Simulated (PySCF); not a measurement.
**C$_{4}$H$_{6}$BCl$_{2}$Ga (SMILES C#C/C=C/[BH-]1[Cl+][GaH2-][Cl+]1): density, localisation and related maps**

Input

```
{"job": {"kind": "uv", "xc": "wB97X-D", "basis": "def2-SVPD", "nstates": 8, "ntriplets": 3}, "charge": 0, "multiplicity": 1}
C      3.506080     1.305006    -0.728271
C      2.376565     0.953280    -0.517173
C      1.052220     0.554862    -0.258726
C      0.504259    -0.583794    -0.695585
B     -0.984145    -1.008023    -0.387237
Cl    -1.267945    -0.981254     1.508455
Ga    -2.379855     0.972057     1.262706
Cl    -2.168467     0.402568    -0.915879
H      4.492779     1.607623    -0.916202
H      0.471583     1.258994     0.345505
H      1.127943    -1.240245    -1.290015
H     -1.376719    -2.026781    -0.822725
H     -3.847637     0.864757     1.751495
H     -1.507338     2.200501     1.641485
```

Run with:

```sh
OMP_NUM_THREADS=1 python probes_run.py task.json out
```

Geometry: GFN2-xTB.

Computed with wB97X-D/def2-SVPD, SCF density, gas phase in PySCF.

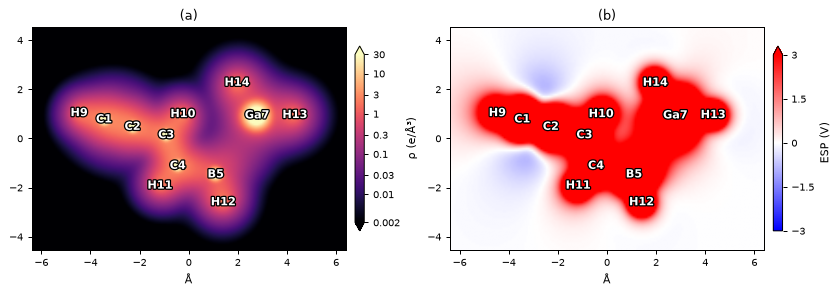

Figure 1. (a) total electron density; (b) electrostatic potential on the plane of atoms C4, C3 and H10.

Describe what can be read from this map.

Answer. The section cuts through C, B, Ga and H sites. C–C (1.20 Å): ρ at the midpoint is about 2.7 e/Å³. C–B (1.58 Å): ρ at the midpoint is about 1.4 e/Å³. C–H (1.05 Å): ρ at the midpoint is about 2.1 e/Å³. C–C (1.34 Å): ρ at the midpoint is about 2.3 e/Å³. B–H (1.18 Å): ρ at the midpoint is about 1.3 e/Å³. Outside the dense part of the molecule the potential is most negative (−0.8 V) near C1.

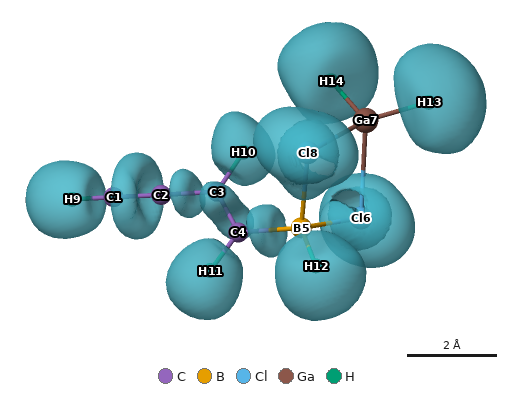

Figure 2. Isosurface of the ELF at 0.8 (cyan), seen at an oblique angle. Core shells and regions of very low density are left out.

Where are the electrons localised?

Answer. The ELF exceeds this value in one region between bonded B–C atoms (shared pairs), three regions between bonded C–C atoms (shared pairs), six regions around hydrogen nuclei and two regions on Cl in which the atom's valence shell and bonds are merged. Along the contacts the grid gives the following. C–C (1.20 Å): the ELF peaks at about 0.85 between the atoms: a multiple bond. C–B (1.58 Å): the ELF peaks at about 1 between the atoms; a covalent bond.

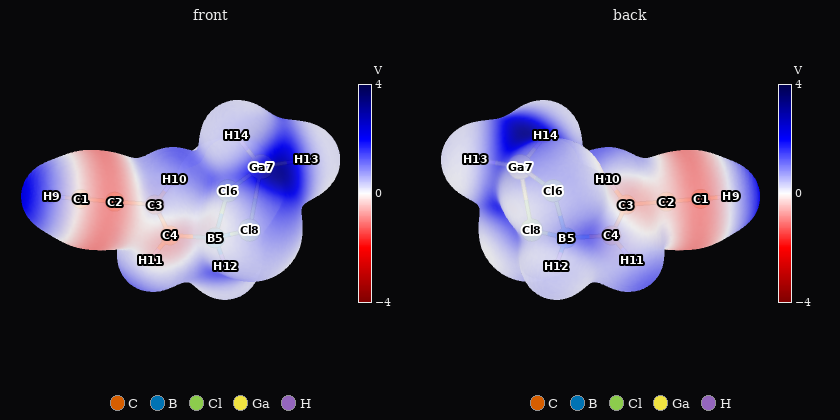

Figure 3. The electrostatic potential painted on the density surface at 0.004 e/bohr³, seen from the front and from behind; the colour scale runs from red (negative) to blue (positive).

Describe the electrostatic potential map.

Answer. The most negative region (about −0.9 V, or −21 kcal/mol for a unit charge) lies over C1 and C2, the most positive (about +3.0 V, or +69 kcal/mol for a unit charge) over Ga7.

How polar is the molecule by this calculation?

Answer. Its dipole moment is 0.54 D.
